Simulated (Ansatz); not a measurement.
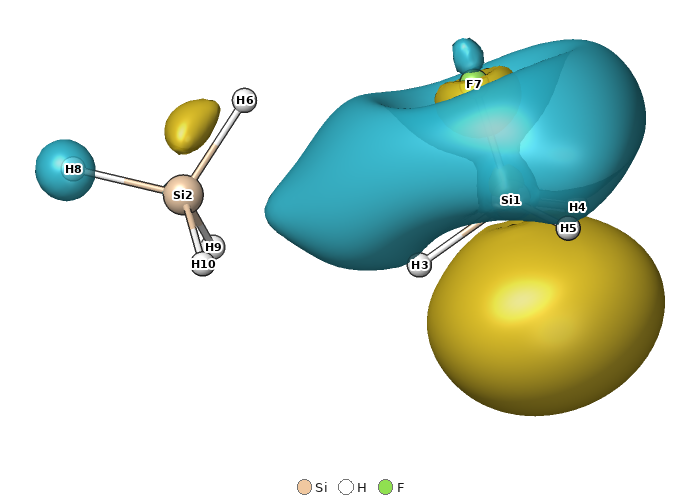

Figure 1: FH3Si···SiH4. One frontier orbital at ±0.08 Å⁻³ᐟ² (yellow and cyan are the two phases), seen across its widest extent.

The product side of a reaction path; geometry: PBE0-D4/def2-TZVP.

Computed with RKS PBE0-D4/def2-TZVPP (Ansatz 0.2.0).

```yaml
atoms:
  - { symbol: Si, position_ang: [-1.5953, 1.3959, -0.4095] }
  - { symbol: Si, position_ang: [1.5700, -1.4103, 0.3854] }
  - { symbol: H, position_ang: [-1.0870, 0.0438, -0.7420] }
  - { symbol: H, position_ang: [-2.9227, 1.3050, 0.2423] }
  - { symbol: H, position_ang: [-1.6648, 2.2375, -1.6269] }
  - { symbol: H, position_ang: [1.5108, -0.0783, 1.0367] }
  - { symbol: F, position_ang: [-0.5757, 2.0785, 0.6170] }
  - { symbol: H, position_ang: [2.7725, -2.1451, 0.8540] }
  - { symbol: H, position_ang: [0.3522, -2.1870, 0.7313] }
  - { symbol: H, position_ang: [1.6399, -1.2400, -1.0885] }
```

Q: Which orbital is it: HOMO or LUMO?

A: The LUMO, at −0.22 eV. Its weight (Hirshfeld) is mainly on Si1 (about 60 %), F7 (about 10 %), H3 (about 5 %), H4 (about 5 %) and H5 (about 5 %).
